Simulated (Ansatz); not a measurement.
# From r2SCAN to G0W0: SiC (P6_3mc), part 2 of 2

Aim: the quasiparticle gap of SiC (P6_3mc), starting from r2SCAN.

Ansatz 0.2.0; r2SCAN, then G0W0 on it, plane waves, PAW. Known limits of the many-body steps: finite bands, screening cutoff and k mesh; no spin-orbit coupling in G0W0.

So far. Step 2 (The r2SCAN band structure): Over mesh and path the gap is 2.139 eV, from k = Γ to k = (0.500, 0.000, 0.000). The least direct gap found is 3.287 eV, at k = (0.500, 0.000, 0.000).

In doubt: masses and optical values from hybrid runs of this build are listed as unsure (in some of the runs), which bears on the screening that GW takes from such a start.

## (3) The quasiparticle correction

G0W0 replaces the xc potential by a self-energy built once from the orbitals of the start. Levels are corrected in the window of bands that the input names, at points of the mesh.

This step: G0W0 on r2SCAN, plane waves, PAW.

File input.yaml:

```yaml
crystal:
  lattice:
    - [3.079, 0.0, 0.0]
    - [-1.5395, 2.6664922183, 0.0]
    - [0.0, 0.0, 20.146]
  atoms:
    - { symbol: Si, position: [0.3333333333, 0.6666666667, 0.25] }
    - { symbol: Si, position: [0.6666666667, 0.3333333333, 0.75] }
    - { symbol: Si, position: [0.3333333333, 0.6666666667, 0.625] }
    - { symbol: Si, position: [0.6666666667, 0.3333333333, 0.125] }
    - { symbol: Si, position: [0.0, 0.0, 0.0] }
    - { symbol: Si, position: [0.0, 0.0, 0.5] }
    - { symbol: Si, position: [0.3333333333, 0.6666666667, 0.875] }
    - { symbol: Si, position: [0.6666666667, 0.3333333333, 0.375] }
    - { symbol: C, position: [0.3333333333, 0.6666666667, 0.969] }
    - { symbol: C, position: [0.6666666667, 0.3333333333, 0.469] }
    - { symbol: C, position: [0.0, 0.0, 0.094] }
    - { symbol: C, position: [0.0, 0.0, 0.594] }
    - { symbol: C, position: [0.3333333333, 0.6666666667, 0.344] }
    - { symbol: C, position: [0.6666666667, 0.3333333333, 0.844] }
    - { symbol: C, position: [0.3333333333, 0.6666666667, 0.719] }
    - { symbol: C, position: [0.6666666667, 0.3333333333, 0.219] }
kpoints:
  mp_grid: { grid: [6, 6, 2] }
hamiltonian:
  xc: r2scan
scf:
  occupations: { method: fixed }
gw:
  n_empty_bands: 907
  ecut_chi: 180.0
  qp_bands: [v4, c4]
  qp_kpoints: band_edges
  screening: { model: contour_deformation }
```

Started as:

```
$ ansatz run input.yaml --threads 3 --pin off --max-ram 92160MiB --backend cuda --events-out ev --progress --plain --runs-dir out --devices 1 --max-vram 13GiB  # rebuilt from the run's record
```

Numbers of over 12 decimals in the logs are rounded to 6 here.

The log of the run:

```text
GPUs: using 1 of 1 available (devices: 1).
[...]
GPU FFT provider: cuFFT
GPU libraries: cuBLAS 13.8.2, cuFFT 12.4.0, cuSOLVER 12.3.4
Crystal: 16 atoms, lattice volume = 165.401 Å³
Basis set: ecut = 500 eV, 4225 PW (Γ), exchange–correlation on 96×96×600 points (64 copies of the dense FFT grid, shifted against one another)
Bands: 48, of which v1, the nominal top of the filled ones, is band 32 counted from 1 (31 counted from 0)
Symmetry: 12 space group operations
[...]
k-points: 14 of 72
[...]
GPU buffer pool allocated for 86400 grid points (all kernels)
[...]
SCF iter   1: F=—  HF=-7130.277089 eV  |F-HF|=—  |Δ(HF+E_count)|=         —  Δρ=5.90e-3  dr2=4.04e-2  dr2_τ=1.56e0  ethr=1.77e-3  ⟨swp⟩=5.0  Hψ=2658  notcnv=0  defer=188
[...]
SCF iter   8: F=-7130.633318 eV  HF=-7130.633318 eV  |F-HF|=4.39e-8  |Δ(HF+E_count)|=   9.50e-8  Δρ=6.05e-6  dr2=8.15e-8  dr2_τ=1.42e-9  ethr=1.56e-10  ⟨swp⟩=12.4  Hψ=3735  notcnv=0
SCF 1 converged in 8 iterations: F = -7130.633318 eV  dr2 = 8.15e-8
[...]
NSCF: frozen V_eff on 14 k-points
the band table was solved once the SCF had ended and its energy, with any forces and stress, was formed, with the checks that follow a solve (2897 applications of the Hamiltonian). They found nothing against the state; the energy, forces and stress were not computed again (output.eigenvalues in the input reference)
[...]
G₀W₀ screening: q 1/14
[... further progress lines ...]
SCF converged after 8 iterations
Free energy (F): -7130.633318 eV
[...]
Internal energy: -7130.633318 eV  (E = F + TS)
E sigma→0 (E₀):  -7130.633318 eV
Fermi energy:    9.404770 eV
[...]
--- Band table (eV; the first three rows and the last of 14) ---
  k-point 0: bands = [... 28 lower, 9.2203, 9.4021, 9.4021, 9.4048, 15.1843, 15.2496, 15.5843, 15.8485, ... 12 higher]
  k-point 1: bands = [... 28 lower, 9.3456, 9.3456, 9.3456, 9.3456, 15.2123, 15.2123, 15.6923, 15.6923, ... 12 higher]
  k-point 2: bands = [... 28 lower, 8.8191, 8.8608, 9.1051, 9.1583, 14.6552, 14.8882, 14.9097, 15.3915, ... 12 higher]
  k-point 13: bands = [... 28 lower, 6.7008, 6.7008, 7.3193, 7.3193, 13.4352, 13.4352, 13.8145, 13.8145, ... 12 higher]
--- G₀W₀: contour deformation, 7 samples at zero and on the imaginary axis and 1 off it, 72 q-points, 907 empty bands' worth ---
  eigenvalues of the whole cell's RPA ε∞ on this k-mesh (on a slab, of 1 + 4πα/V) = 6.1584, 6.3131, 6.3131; static W/v taken at q = 0 is 0.157027
  bands read: the sum over 939 bands ends inside a degenerate multiplet in 7 slots, whose members it reads at an even weight; the widest, k=1: bands 937 to 940 (counted from 1) at 3/4 each
  gw.qp_kpoints: band_edges: 10 of 14 stored k-points solved, in 1 pass; an edge of the gap read off the rows below is read off those points alone
    valence top: of the k-points left out ik 8 came nearest to being solved in a further pass, in band 32 (counted from 1, as in the quasiparticle table): it holds the edge there only if its correction is more favourable than any solved in that band by at least 0.620 eV; those differ by 0.088 eV
    conduction bottom: of the k-points left out ik 10 came nearest to being solved in a further pass, in band 33 (counted from 1, as in the quasiparticle table): it holds the edge there only if its correction is more favourable than any solved in that band by at least 1.288 eV; those differ by 0.134 eV
    ik  band        ε_KS         Σx   Σc(E_QP)       V_xc       Z   E_QP_lin       E_QP  E_QP is
     0    29      9.2203   -18.4159     1.9387   -15.8763  0.7997     8.6170     8.6194  root
     0    30      9.4021   -18.3933     1.8929   -15.9060  0.8003     8.8054     8.8077  root
     0    31      9.4021   -18.3933     1.8929   -15.9060  0.8003     8.8054     8.8077  root
     0    32      9.4048   -18.2624     1.8091   -15.8670  0.8011     8.8164     8.8185  root
     0    33     15.1843    -8.9811    -4.7723   -13.9787  0.8126    15.4099    15.4095  root
     0    34     15.2496    -8.9288    -4.7863   -13.9398  0.8123    15.4747    15.4743  root
     0    35     15.5843    -8.9169    -4.8367   -13.9835  0.8110    15.8146    15.8142  root
     0    36     15.8485    -8.7899    -4.9044   -13.9269  0.8089    16.0814    16.0810  root
     1    29      9.3456   -18.3989     1.9070   -15.8950  0.8001     8.7465     8.7488  root
     1    30      9.3456   -18.3989     1.9070   -15.8950  0.8001     8.7465     8.7488  root
     1    31      9.3456   -18.3989     1.9070   -15.8950  0.8001     8.7465     8.7488  root
     1    32      9.3456   -18.3989     1.9070   -15.8950  0.8001     8.7465     8.7488  root
     1    33     15.2123    -8.9611    -4.7778   -13.9641  0.8124    15.4378    15.4374  root
     1    34     15.2123    -8.9611    -4.7778   -13.9641  0.8124    15.4378    15.4374  root
     1    35     15.6923    -8.8579    -4.8628   -13.9509  0.8102    15.9230    15.9226  root
     1    36     15.6923    -8.8579    -4.8628   -13.9509  0.8102    15.9230    15.9226  root
     2    29      8.8191   -18.4796     2.0335   -15.8272  0.7982     8.1976     8.2002  root
     2    30      8.8608   -18.4798     2.0308   -15.8302  0.7984     8.2394     8.2420  root
     2    31      9.1051   -18.3121     1.8858   -15.8271  0.8000     8.5035     8.5059  root
     2    32      9.1583   -18.5208     1.9550   -15.9624  0.7994     8.5525     8.5549  root
     2    33     14.6552    -7.2146    -4.6286   -12.0164  0.8179    14.8286    14.8283  root
     2    34     14.8882    -7.3464    -4.6675   -12.1960  0.8171    15.0705    15.0702  root
     2    35     14.9097    -7.3685    -4.6671   -12.2121  0.8163    15.0864    15.0861  root
     2    36     15.3915    -7.4166    -4.7536   -12.3562  0.8142    15.5778    15.5774  root
     3    29      8.8554   -18.2936     1.9516   -15.7311  0.7990     8.2419     8.2444  root
     3    30      8.8554   -18.2936     1.9516   -15.7311  0.7990     8.2419     8.2444  root
     3    31      9.0725   -18.5069     1.9752   -15.9240  0.7991     8.4623     8.4648  root
     3    32      9.0725   -18.5069     1.9752   -15.9240  0.7991     8.4623     8.4648  root
     3    33     14.7196    -7.2561    -4.6394   -12.0700  0.8176    14.8944    14.8941  root
     3    34     14.7196    -7.2561    -4.6394   -12.0700  0.8176    14.8944    14.8941  root
     3    35     15.1719    -7.4160    -4.7101   -12.3123  0.8156    15.3583    15.3580  root
     3    36     15.1719    -7.4160    -4.7101   -12.3123  0.8156    15.3583    15.3580  root
     4    29      8.1094   -18.5303     2.2216   -15.6604  0.7952     7.4579     7.4611  root
     4    30      8.1449   -18.5335     2.2235   -15.6598  0.7954     7.4915     7.4947  root
     4    31      8.3485   -18.3246     2.0644   -15.6290  0.7972     7.7144     7.7173  root
     4    32      8.5458   -18.6129     2.1199   -15.8624  0.7970     7.9124     7.9152  root
     4    33     12.5302    -7.2108    -4.1798   -11.5044  0.8243    12.6441    12.6440  root
     4    34     12.5886    -7.1231    -4.1985   -11.4349  0.8245    12.7019    12.7018  root
     4    35     13.2382    -7.3055    -4.3256   -11.7621  0.8239    13.3693    13.3692  root
     4    36     13.5713    -7.0104    -4.4000   -11.5484  0.8216    13.7095    13.7094  root
[...]
12    33     13.1202    -6.7414    -4.2314   -11.0824  0.8263    13.2299    13.2298  root
    12    34     13.8700    -6.9580    -4.3333   -11.4214  0.8201    14.0002    14.0001  root
    12    35     13.9855    -7.1971    -4.4013   -11.7463  0.8201    14.1334    14.1333  root
    12    36     13.9855    -7.1971    -4.4013   -11.7463  0.8201    14.1334    14.1333  root
    13    29      6.7008   -18.1658     2.5002   -14.9719  0.7883     6.0025     6.0071  root
    13    30      6.7008   -18.1658     2.5002   -14.9719  0.7883     6.0025     6.0071  root
    13    31      7.3193   -18.5085     2.3770   -15.4621  0.7914     6.6461     6.6500  root
    13    32      7.3193   -18.5085     2.3770   -15.4621  0.7914     6.6461     6.6500  root
    13    33     13.4352    -6.8567    -4.2710   -11.2466  0.8239    13.5542    13.5541  root
    13    34     13.4352    -6.8567    -4.2710   -11.2466  0.8239    13.5542    13.5541  root
    13    35     13.8145    -7.1511    -4.3837   -11.6791  0.8218    13.9589    13.9588  root
    13    36     13.8145    -7.1511    -4.3837   -11.6791  0.8218    13.9589    13.9588  root
```

It took 2.9 min on 1 × NVIDIA H100 80GB HBM3 (shared by 6 runs) with 3 threads of AMD EPYC 7R13 (Zen 3), shared host; peak memory 4.2 GiB; 4.5 min of CPU time.

This step gave:

* bands summed: 939
* RPA ε∞ on this mesh (eigenvalues): 6.158, 6.313, 6.313
* plane waves in the screening matrix: 927
* q-points in the mesh: 72
* G0W0 gap over the corrected points: 2.814 eV
* k of the valence top: 0, 0, 0
* k of the conduction bottom: 0, -0.5, 0
* starting gap on the mesh: 2.136 eV
* Z at the valence top: 0.8011
* Z at the conduction bottom: 0.8266
* least direct G0W0 gap over the corrected points: 4.019 eV

Over 10 of 14 irreducible mesh points the G0W0 gap is 2.814 eV, from k = Γ to k = (0.000, -0.500, 0.000). The r2SCAN gap of this run on the mesh is 2.136 eV. The two states that bound the G0W0 gap lie that far apart at the start, so the correction of the gap is 2.814 − 2.136 = +0.678 eV. The start of this run differs from the step before in mesh (12×12×2 and 6×6×2).

Labels follow the order of the start: v1 is the top filled band, c1 the lowest empty one; levels that stay degenerate share a row, the window can cut a multiplet, doubted levels are not marked in this list, bands outside the window were not corrected, and the list may be a part of the corrected levels. Levels before and after the correction, in eV, zero at the valence-band top of each column:

|  | conduction bottom | valence top |
| --- | --- | --- |
| Kohn-Sham | 2.14 | 0.00 |
| G0W0 | 2.81 | 0.00 |

|  | level | occupation | energy (eV) |
| --- | --- | --- | --- |
| Kohn-Sham | Γ v3-v2 | 2 | -0.003 |
| Kohn-Sham | Γ v1 | 2 | 0.000 |
| Kohn-Sham | Γ c1 | 0 | 5.780 |
| Kohn-Sham | Γ c2 | 0 | 5.845 |
| Kohn-Sham | Γ c3 | 0 | 6.180 |
| Kohn-Sham | (0 -0.5 0) v3 | 2 | -1.578 |
| Kohn-Sham | (0 -0.5 0) v2 | 2 | -1.445 |
| Kohn-Sham | (0 -0.5 0) v1 | 2 | -1.149 |
| Kohn-Sham | (0 -0.5 0) c1 | 0 | 2.136 |
| Kohn-Sham | (0 -0.5 0) c2 | 0 | 2.342 |
| Kohn-Sham | (0 -0.5 0) c3 | 0 | 3.283 |
| G0W0 | Γ v3-v2 | 2 | -0.011 |
| G0W0 | Γ v1 | 2 | 0.000 |
| G0W0 | Γ c1 | 0 | 6.591 |
| G0W0 | Γ c2 | 0 | 6.656 |
| G0W0 | Γ c3 | 0 | 6.996 |
| G0W0 | (0 -0.5 0) v3 | 2 | -1.654 |
| G0W0 | (0 -0.5 0) v2 | 2 | -1.505 |
| G0W0 | (0 -0.5 0) v1 | 2 | -1.206 |
| G0W0 | (0 -0.5 0) c1 | 0 | 2.814 |
| G0W0 | (0 -0.5 0) c2 | 0 | 3.023 |
| G0W0 | (0 -0.5 0) c3 | 0 | 3.985 |

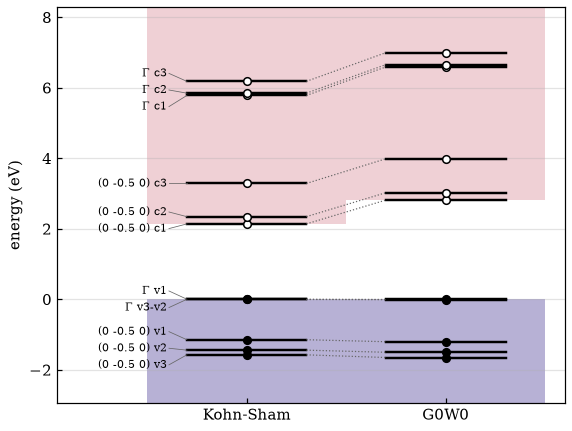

Levels before and after the correction. Shaded: valence and conduction bands. Filled marks are occupied levels, open marks empty ones.

The parts of the quasiparticle energy for the two states that bound the G0W0 gap, in eV on the run's own scale (QP = start + Σx + Σc − Vxc, with Σc at the quasiparticle energy):

```csv
edge,k,band,start,Σx,Σc,Vxc,Z,QP
valence top,Γ,32,9.405,−18.262,1.809,−15.867,0.801,8.819
conduction bottom,"(0.000, -0.500, 0.000)",33,11.541,−7.247,−3.949,−11.287,0.827,11.632
```

## (4) Side by side

Each gap is the least one over the points named; times are wall times on shared hosts, not benchmarks. A G0W0 time includes the run's own self-consistent start. Rows marked * are further runs, not shown as steps, whose inputs differ from the G0W0 step on the same start in the columns given; solver thresholds can differ too. Symmetry makes (0.500, 0.000, 0.000) and (0.000, -0.500, 0.000) one point.

```csv
level,mesh,"files, cutoff","bands summed, screening",points,gap (eV),valence top,conduction bottom,least direct gap (eV),time
r2SCAN,12×12×2,"soft_2 PAW, 500 eV",-,mesh and path,2.139,Γ,"(0.500, 0.000, 0.000)",3.287,17 s
G0W0@r2SCAN*,6×6×2,"soft_2 PAW, 500 eV","181, 54 eV",10 of 14 irreducible mesh points,2.409,Γ,"(0.000, -0.500, 0.000)",3.680,39 s
G0W0@r2SCAN*,6×6×2,"soft_2 PAW, 500 eV","453, 108 eV",10 of 14 irreducible mesh points,2.668,Γ,"(0.000, -0.500, 0.000)",3.894,57 s
G0W0@r2SCAN,6×6×2,"soft_2 PAW, 500 eV","939, 180 eV",10 of 14 irreducible mesh points,2.814,Γ,"(0.000, -0.500, 0.000)",4.019,2.9 min
G0W0@r2SCAN*,6×6×1,"soft_2 PAW, 500 eV","453, 108 eV",5 of 7 irreducible mesh points,2.671,Γ,"(0.000, -0.500, 0.000)",3.894,22 s
G0W0@r2SCAN*,6×6×2,"soft_2 PAW, 500 eV","939, 180 eV, plasmon pole",10 of 14 irreducible mesh points,2.745,Γ,"(0.000, -0.500, 0.000)",3.960,2.8 min
```

## (5) Summary of results

```json
{
 "r2SCAN gap over mesh and path": "2.139 eV, from k = Γ to k = (0.500, 0.000, 0.000)",
 "G0W0@r2SCAN gap over 10 of 14 irreducible mesh points": "2.814 eV, from k = Γ to k = (0.000, -0.500, 0.000)",
 "GW settings": "6×6×2 mesh, 907 empty bands, screening to 180 eV",
 "known limits": "finite bands, screening cutoff and k mesh; no spin-orbit coupling in G0W0"
}
```

Over 10 of 14 irreducible mesh points the G0W0 gap is 2.814 eV, from k = Γ to k = (0.000, -0.500, 0.000). The r2SCAN gap of this run on the mesh is 2.136 eV. The two states that bound the G0W0 gap lie that far apart at the start, so the correction of the gap is 2.814 − 2.136 = +0.678 eV. The valence state moves by 8.819 − 9.405 = −0.586 eV and the conduction state by 11.632 − 11.541 = +0.091 eV, on the run's own scale; with 181 bands the edge states move by +0.248 and +0.521 eV, so the split between the edges depends on the bands and cutoff. Both edges that r2SCAN shows over mesh and path lie at k points where levels were corrected. Levels at other points were not corrected, so a lower G0W0 gap elsewhere in the zone is not ruled out. From 181 bands and 54 eV to 939 bands and 180 eV the gap moves by 2.814 − 2.409 = +0.405 eV (rung by rung 2.409, 2.668, 2.814 eV); bands and screening cutoff rise together, so their parts are not told apart. A line in one over the bands through the two highest rungs gives 2.814 + (2.814 − 2.668) × 453 / (939 − 453) = 2.950 eV, and through the pair below 2.668 + (2.668 − 2.409) × 181 / (453 − 181) = 2.840 eV. The two differ by 0.110 eV, not under the 0.030 eV asked, so the law does not hold well over these rungs and the limit is not known. With the 6×6×1 mesh in place of the 6×6×2 mesh and all else as in the G0W0@r2SCAN row with 453 bands, the gap differs by 2.671 − 2.668 = +0.003 eV, and that of the start by 2.136 − 2.136 = +0.000 eV. With the plasmon pole model in place of the contour deformation model and all else as in the G0W0@r2SCAN row with 939 bands, the gap differs by 2.745 − 2.814 = −0.069 eV. G0W0 on other starts in this series, not shown as steps and not all at these settings: 3.028 eV on HSE06 (6×6×2, soft_2 PAW, 939 bands, 180 eV) and 3.193 eV on PBE0 (6×6×2, soft_2 PAW, 939 bands, 180 eV). The G0W0 runs are scalar-relativistic. G0W0@r2SCAN runs of this series with other atomic data on the same mesh, not shown as steps, give 2.871 eV (hard PAW, 820 eV, 1376 bands, screening to 234 eV); where bands and cutoffs differ too, the part of the files is not isolated.

[Paths, hosts, dates, memory and timing lines, banners, echoed tables and standing remarks are left out of the program output.]

[Logs are printed without paths, hosts, clocks, repeated set-up lines and the standing remarks that a program may print on its own settings, such as how far it seeks lower states.]

[Runs of the session that timed out or met a known fault of the program may be left out.]

[Cells called generated may have been cut or substituted from an entry of the Crystallography Open Database or the Materials Project.]

[Hosts, paths, dates, database ids (printed as entryN), source tags and the programs' standing remarks are cut or masked in the printed files.]

[Where an RPA ε∞ is given, it is that of the G0W0 mesh and is not shown converged in it. Names of k-points follow the symmetry that the program found, which can be lower than the space group named. Band edges on a path are those of the sampled points; other points can move an edge, and change direct to indirect where valleys lie close.]

[Hybrid gaps are those of their k-mesh and are not shown converged in it.]
